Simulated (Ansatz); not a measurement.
**PbSe (rock salt): scan of one atom of the cell**

PbSe (rock salt)

```
CELL_PARAMETERS angstrom
      0.00000     3.10883     3.10883
      3.10883     0.00000     3.10883
      3.10883     3.10883     0.00000
ATOMIC_POSITIONS crystal
  Se 0.00000 0.00000 0.00000
  Pb 0.50000 0.50000 0.50000
```

Scan: atom 2 (Pb, nearest neighbour Se at 3.109 Å; its periodic images, 4.4 Å or more away, move with it) is displaced along Cartesian z, direction (0.000, 0.000, 1.000) in Cartesian axes, by s. The other atoms stay.

The numbers are results of PBE (plane waves to 420 eV, PAW, scalar-relativistic; Ansatz, an electronic-structure program), not measurements. k mesh 8×8×8 (Γ-centred), Fermi-Dirac smearing 0.05 eV. Energies are smeared free energies. PbSe was relaxed with its symmetry unable to fall. Spin-orbit coupling is left out, though Pb is heavy. The PAW data are Ansatz's earlier set. The zero of ΔE is the undisplaced structure.

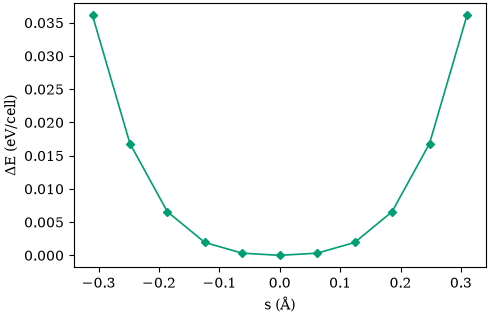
*ΔE (eV/cell) against s (Å); one marker a computed point.*

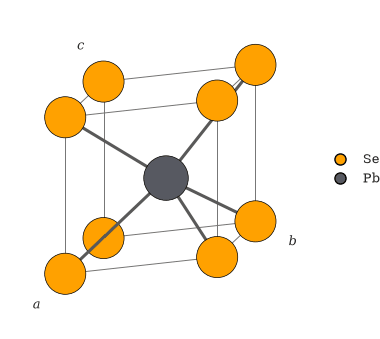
Fig. 1. The cell of the calculation at s = 0.310 Å.

The energy at s = 0.310 Å comes out as 36.1 meV/cell and the force along the line at s = -0.310 Å comes out as 0.405 eV/Å. Shape of the curve: a single well with its minimum at or next to zero displacement. Symmetry of the curve: even: the same for both signs.

With its periodic images moving along, the atom's site symmetry in this cell is m-3m.

(For displaced atoms, the force is minus the slope of the energy, and its curvature is a force constant, which sets phonon frequencies.)
